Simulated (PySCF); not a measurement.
Si(NCS)2H2 (C2H2N2S2Si).

Computed with PySCF, TPSS/def2-SVPD, geometry: GFN2-xTB. No frequency check shows the geometry to be a minimum. GFN2-xTB bond lengths at metals and heavier atoms can be off by up to 0.1 Å and shapes distorted, which carries into these values.

Input script:

```python
import numpy as np
from pyscf import gto, scf, dft
from pyscf.scf import atom_ks, atom_hf
from scipy.linalg import block_diag

def solve(mol, dm0=None, hcore=None):
    mf = (dft.UKS if mol.spin else dft.RKS)(mol, xc='tpss')
    mf.grids.level = 3
    mf = mf.density_fit(auxbasis='def2-universal-jkfit')
    mf.conv_tol, mf.max_cycle = 1e-8, 80
    if hcore is not None:
        mf.get_hcore = lambda *args: hcore
    mf.kernel(dm0)
    if not mf.converged:
        mf = mf.newton().run(mf.mo_coeff, mf.mo_occ, max_cycle=30)
    assert mf.converged, 'SCF not converged'
    return mf

mol = gto.M(atom='''
Si    -0.00278     1.35389    -0.00016
N      1.33583     0.28014    -0.02630
C      2.44539    -0.15374    -0.00926
S      3.85881    -0.78868     0.00582
N     -1.33467     0.27981     0.02659
C     -2.44414    -0.15432     0.00939
S     -3.85740    -0.78959    -0.00591
H     -0.01725     2.11342    -1.24286
H      0.01797     2.11299     1.24379
''', basis='def2-svpd', charge=0, spin=0, verbose=4)
mf = solve(mol)
mf.analyze()
# spherically averaged free atoms, for the promolecule
atm = atom_ks.get_atm_nrks(mol, xc='tpss')
pro = block_diag(*[(atm[a[0]][2] * atm[a[0]][3]) @ atm[a[0]][2].T for a in mol._atom])
np.savez('result.npz', e=mf.e_tot, c=mf.mo_coeff, occ=mf.mo_occ, eps=mf.mo_energy, pro=pro, dip=mf.dip_moment(verbose=0), s2=mf.spin_square()[0])
```

Run with:

```sh
OMP_NUM_THREADS=1 python input.py
```

The run took 110 s on 1 thread of Intel(R) Xeon(R) Processor @ 2.50GHz (Skylake/Cascade Lake), on a shared host, peak memory 0.66 GiB.

Partitions, critical points and surface values were worked out afterwards from this run's density.

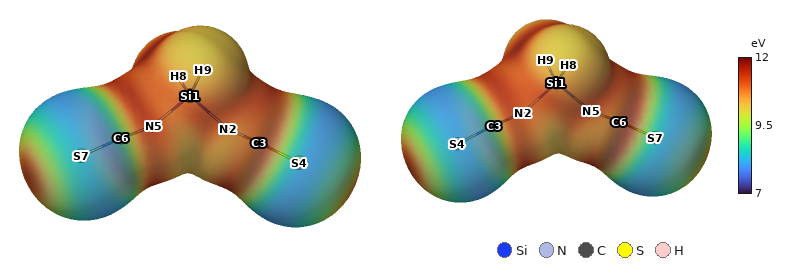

Average local ionisation energy on the surface of electron density 0.001 a.u. (back view left, front view right).

Locate the minima of the map.

Answer. The lowest value is 8.0 eV, 2.2 Å from S4, and at like points elsewhere. Further minima include 10.0 eV, 1.4 Å from H9, and at like points elsewhere. For comparison, the highest occupied orbital lies at −6.8 eV.
